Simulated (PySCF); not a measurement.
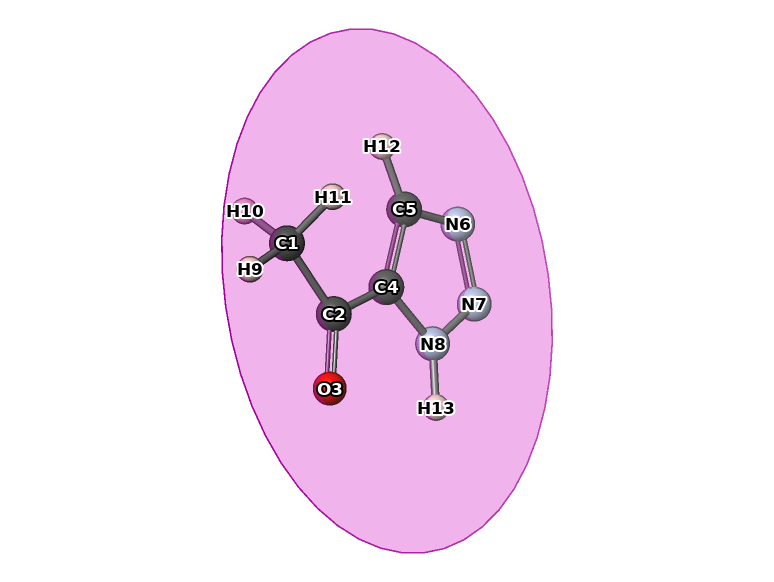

A disc through the centre of mass is drawn in. Atoms fade into the background with distance from the viewer. The geometry was computed by an optimisation with GFN2-xTB. No frequency run is at hand to confirm it as a minimum.

Is the plane of the disc a mirror plane of the structure?

Answer. Yes. The reflection leaves C1, C2, O3, C4, C5, N6, N7, N8, H9, H12, H13 in place and moves H10 ↔ H11. The point group is Cs.
